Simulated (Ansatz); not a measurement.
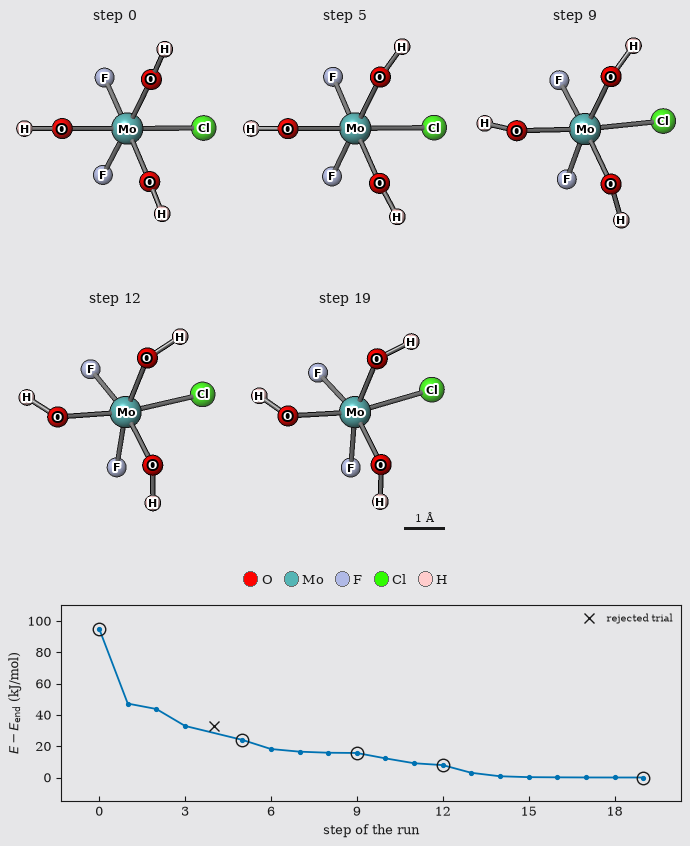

Frames of a relaxation of MoH3O3ClF2, marked on the history of the run. A ball-and-stick model, seen face on.

The start comes from GFN2-xTB.

Level of theory: RKS PBE0-D4/def2-TZVP (Ansatz 0.2.0). Set-up: force threshold 0.005 eV/Å; at most 150 steps.

> Describe the path.

The largest move after the best rigid fit is that of an H atom, 0.58 Å. Largest moves by element: H 0.58 Å, Cl 0.55 Å, F 0.53 Å, O 0.28 Å, Mo 0.15 Å. Near-neighbour distances that change, for instance: Cl–Mo 2.239 → 2.342 Å, Mo–O 1.748 → 1.847 Å, Mo–O 1.780 → 1.854 Å, F–Mo 1.804 → 1.870 Å. Bond angles that change, for instance: Mo–O–H 171.5° → 122.2°, Mo–O–H 171.8° → 124.9°, Mo–O–H 162.7° → 119.2°. After 18 accepted moves (19 points after the start) the energy has fallen by 95.1 kJ/mol. Largest force component: 3.4 eV/Å at the start, 0.0044 eV/Å at the end. The line search rejected the trial step at point 4 of the run. The run took 2.5 min on 4 threads of Arm Neoverse V2, on a shared host. From step 0 to 5: an H atom moves most (0.26 Å), energy −71.1 kJ/mol. From step 5 to 9: an H atom moves most (0.33 Å), energy −8.37 kJ/mol. From step 9 to 12: F atoms move most (0.29 Å), energy −7.75 kJ/mol. From step 12 to 19: Cl and H atoms move most (0.13 Å), energy −7.92 kJ/mol.
